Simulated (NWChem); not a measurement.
# CH2FN (SMILES [H]/N=C/F): levels of theory compared

Wanted: a comparison of 6 runs (HF/3-21G, HF/def2-SVP, SVWN5/6-31G, B3LYP/6-31G*, CCSD(T)/6-311+G**) of CH2FN. 

The calculation is run with NWChem 7.3.0.

## Step 1: The molecule

The species is CH2FN (5 atoms), meant as a singlet with charge 0. SMILES: `[H]/N=C/F`. Geometry: relaxed at PBE0-D4/def2-TZVP.

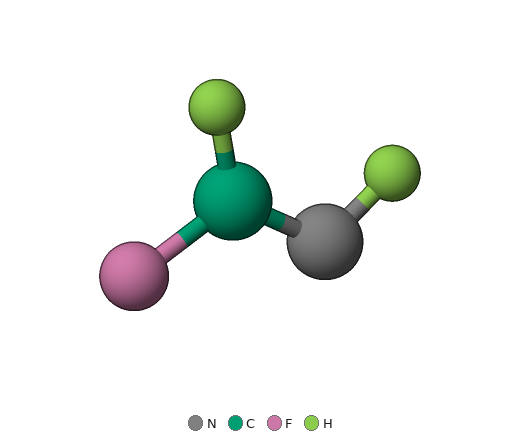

The structure, seen from a chosen angle (nitrogen grey, carbon teal, fluorine pink, hydrogen green).

## Step 2: Energy and forces at HF/3-21G (run 1)

Input file test.nw:

```
start test
memory total 2200 mb
charge 0
geometry units angstroms noautosym nocenter noautoz
  N    -0.719900   -0.454400   -0.439800
  C     0.296500   -0.034500    0.137300
  F     1.242400   -0.884800    0.520800
  H    -1.343900    0.314100   -0.667300
  H     0.574800    0.986000    0.407600
end
basis spherical bse
  * library 3-21G
end
scf
  thresh 1e-08
  maxiter 80
  print low
end
task scf gradient
```

Launch:

```
nwchem test.nw > test.out
```

What it wrote:

```text
[...]
  functions       =    31
[...]
  wavefunction    = RHF
[...]
         Total SCF energy =   -191.825541476350
      One-electron energy =   -399.917454243963
      Two-electron energy =    139.534338811056
 Nuclear repulsion energy =     68.557573956557
        Time for solution =      0.2s
[...]
                         RHF ENERGY GRADIENTS
    atom               coordinates                        gradient
                 x          y          z           x          y          z
   1 N      -1.360414  -0.858691  -0.831101   -0.006173  -0.022379  -0.005926
   2 C       0.560304  -0.065196   0.259459    0.011775  -0.011159   0.004668
   3 F       2.347796  -1.672030   0.984169   -0.016780   0.012730  -0.007095
   4 H      -2.539603   0.593563  -1.261014    0.005153   0.008221   0.003662
   5 H       1.086214   1.863270   0.770252    0.006025   0.012587   0.004691
 Task  times  cpu:        0.4s     wall:        0.4s
 Total times  cpu:        0.4s     wall:        0.4s
```

It took 0.92 s on 1 thread of Intel Xeon 6975P-C (Granite Rapids), shared host; peak memory 0.099 GiB.

## Step 3: Energy and gradient at HF/def2-SVP (run 2)

Input file mol.nw:

```
start mol
memory stack 880 mb heap 220 mb global 1100 mb
charge 0

geometry units angstrom noautosym nocenter noautoz
 N       -0.719900      -0.454400      -0.439800
 C        0.296500      -0.034500       0.137300
 F        1.242400      -0.884800       0.520800
 H       -1.343900       0.314100      -0.667300
 H        0.574800       0.986000       0.407600
end

basis spherical bse
 * library def2-SVP
end

scf
 singlet
 rhf
 thresh 1e-08
 maxiter 80
 print low
end

task scf gradient
```

Launch:

```
nwchem mol.nw > mol.out
```

What it wrote:

```text
[...]
  functions       =    52
[...]
  wavefunction    = RHF
[...]
         Total SCF energy =   -192.744769930164
      One-electron energy =   -401.146782341529
      Two-electron energy =    139.844438454808
 Nuclear repulsion energy =     68.557573956557
        Time for solution =      1.1s
[...]
                         RHF ENERGY GRADIENTS
    atom               coordinates                        gradient
                 x          y          z           x          y          z
   1 N      -1.360414  -0.858691  -0.831101   -0.012121  -0.017015  -0.008337
   2 C       0.560304  -0.065196   0.259459    0.002501   0.019441   0.003669
   3 F       2.347796  -1.672030   0.984169    0.012402  -0.012436   0.004868
   4 H      -2.539603   0.593563  -1.261014   -0.005260   0.006816  -0.001892
   5 H       1.086214   1.863270   0.770252    0.002477   0.003194   0.001692
 Task  times  cpu:        1.8s     wall:        1.8s
 Total times  cpu:        1.8s     wall:        1.8s
```

It took 2.4 s on 1 thread of Intel Xeon 6975P-C (Granite Rapids), shared host; peak memory 0.099 GiB.

Runs 3 to 5 aren't shown in full; the table further down has their settings and results.

## Step 4: The energy at CCSD(T)/6-311+G(d,p) (run 6)

Input file ch2fn.nw:

```
start ch2fn
title "CH2FN energy"
memory total 2200 mb

geometry noautosym nocenter noautoz
N       -0.719900      -0.454400      -0.439800
C        0.296500      -0.034500       0.137300
F        1.242400      -0.884800       0.520800
H       -1.343900       0.314100      -0.667300
H        0.574800       0.986000       0.407600
end

basis spherical bse
* library 6-311+G**
end

scf
thresh 1e-08
maxiter 80
end

ccsd
freeze core 3
maxiter 60
end

task ccsd(t) energy
```

Launch:

```
nwchem ch2fn.nw > ch2fn.out
```

What it wrote:

```text
[...]
  functions       =    78
[...]
  wavefunction    = RHF
[...]
         Total SCF energy =   -192.954822179517
      One-electron energy =   -401.310722139374
      Two-electron energy =    139.798326003300
 Nuclear repulsion energy =     68.557573956557
        Time for solution =      4.7s
[...]
 Total MP2 energy:           -193.474586487241112
[...]
             energy      energy      error      ampl     ampl      Block
                                                time     time      time
[...]
 Total CCSD energy:           -193.487647480486800
[...]
 Total CCSD+T(CCSD) energy:           -193.507482268928982
[...]
 Total CCSD(T) energy:                -193.506222655933499
[...]
```

Run time: 44 s. Hardware: 1 thread of Intel Xeon 6975P-C (Granite Rapids), shared host; peak memory 0.18 GiB.

## Step 5: Overview of the runs

| run | level | iteration cap | module | energy (Eh) | largest force (eV/Å) | wall time |
| --- | --- | --- | --- | --- | --- | --- |
| 1 | HF/3-21G | 80 | scf | -191.825541 | 1.232 | 0.92 s |
| 2 | HF/def2-SVP | 80 | scf | -192.744770 | 1.157 | 2.4 s |
| 3 | SVWN5/6-31G | 100 | dft | -192.374232 | 1.941 | 3.6 s |
| 4 | B3LYP/6-31G* (spherical functions) | 100 | dft | -193.869552 | 0.825 | 8.4 s |
| 5 | B3LYP/6-31G* (Cartesian functions) | 100 | dft | -193.873089 | 0.807 | 9 s |
| 6 | CCSD(T)/6-311+G** | 80 | ccsd(t) | -193.506223 | – | 44 s |

## Step 6: Summary of results

| quantity | value |
| --- | --- |
| run 6: total energy | -193.50622 Eh |
| run 6: HOMO energy (Hartree–Fock orbitals) | -12.72 eV |
| run 6: LUMO energy (Hartree–Fock orbitals) | 1.65 eV |
| run 6: HOMO–LUMO gap (Hartree–Fock orbitals) | 14.38 eV |
| run 6: correlation energy (3 core orbitals frozen) | -551.4 mEh |
| run 6: (T) correction | -18.58 mEh |

Over runs 3, 4, 5 the dipole moment (its size) runs from 2.70 D (B3LYP/6-31G*) to 3.07 D (SVWN5/6-31G). The two ends differ in method and basis. Over runs 3, 4, 5 the HOMO–LUMO gap runs from 5.42 eV (SVWN5/6-31G) to 8.26 eV (B3LYP/6-31G*). Totals of different functionals can't be ranked against each other. All runs together took 68 s, the longest 44 s.
